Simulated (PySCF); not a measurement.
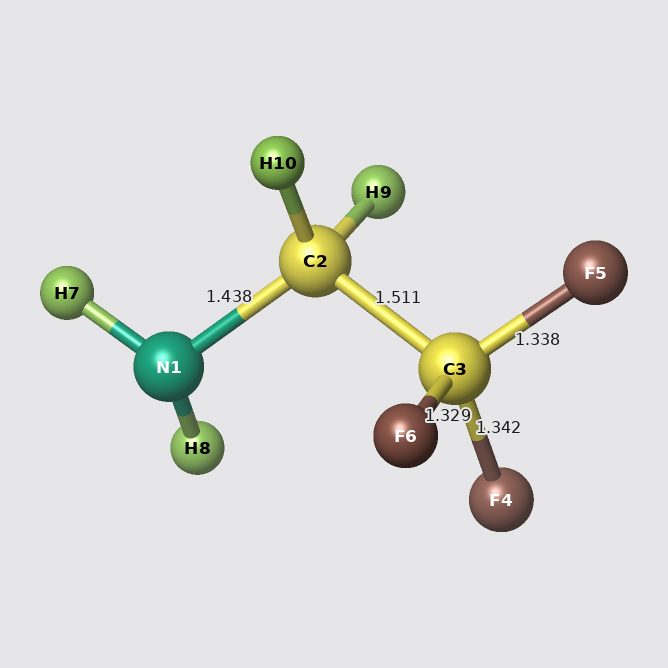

The numbers beside the sticks are distances in Å. Sticks don't show bond order. The computed structure is the end point of a PBE0-D3(BJ)/def2-SVP optimisation. No frequency run is at hand to confirm it as a minimum.

> Assign a bond order to each marked bond.

N1–C2 single; C2–C3 single; C3–F4 single; C3–F5 single; C3–F6 single.

> Write the SMILES.

NCC(F)(F)F
